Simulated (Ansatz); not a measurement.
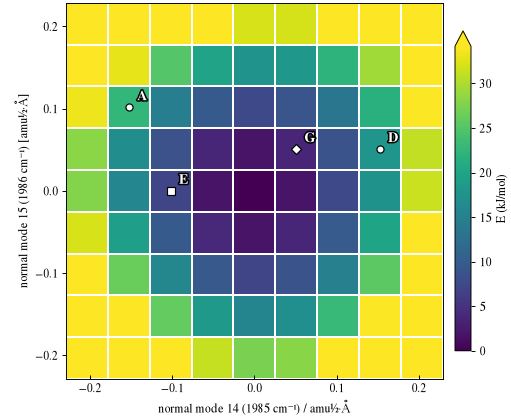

AlH5SSn, SMILES [SH][AlH][SnH3]. Coordinates scanned: (1) normal mode 14 (1985 cm⁻¹); (2) normal mode 15 (1986 cm⁻¹). Nothing is relaxed (straight displacements along the two mass-weighted modes). The scan uses a 9 × 9 grid. Points are written as (first, second). All energies are given in kJ/mol relative to the lowest grid point. Level of theory: RHF/def2-TZVP in Ansatz 0.2.0.

Drawn: one coloured cell a grid point, one colour for all values above the top of the scale, lettered points.

Is G the lowest point of the computed grid?

No. G lies 3.5 kJ/mol above the lowest grid point, which is at (0.000 amu½·Å, 0.000 amu½·Å).

Rank the lettered points by energy, lowest first.

G (3.5 kJ/mol), E (7.0 kJ/mol), D (17.8 kJ/mol), A (22.4 kJ/mol).
